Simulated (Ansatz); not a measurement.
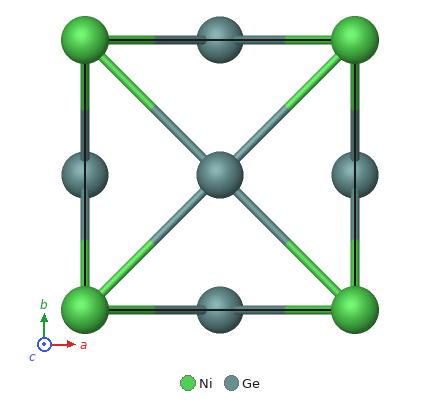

The structure, seen along [001]; the drawing may span several cells.

Given this structure, coordinates from a relaxation with Ansatz 0.2.0, DFT PBE, scalar-relativistic, plane waves, PAW; the starting structure was generated, so it need not be a known form of this composition, written in its standard cell:

```
Ni Ge
1.0
     4.03526    0.00000    0.00000
     0.00000    4.03526    0.00000
     0.00000    0.00000    4.03526
Ni Ge
1 3
Direct
  0.00000 0.00000 0.00000
  0.00000 0.50000 0.50000
  0.50000 0.00000 0.50000
  0.50000 0.50000 0.00000
```

### What does the kinematic electron diffraction pattern along [001] look like at 300 kV (B = 0.5 Å²)?

The spots form a square net with both shortest vectors at d = 4.04 Å, 90.0° apart. They are 1 0 0 (weak) and 0 1 0 (weak). The pattern has symmetry 4mm. Reflections such as 1 -1 0, 1 1 0, 1 -2 0 are allowed but too weak to see at this display level.

Strongest reflections with d > 1.24 Å, one of each family (|F|² from tabulated Gaussian fits of the electron scattering factors, times a small damping for the curvature of the Ewald sphere):

```csv
hkl,d (Å),I (strongest = 100)
2 0 0,2.018,100
2 2 0,1.427,47
1 0 0,4.035,0
```

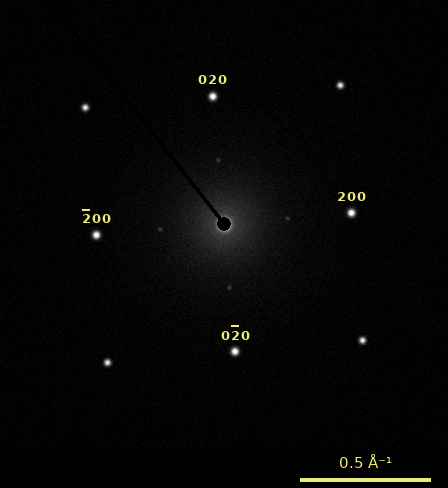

Calculated pattern, seen from the source side with [001] pointing towards the source.
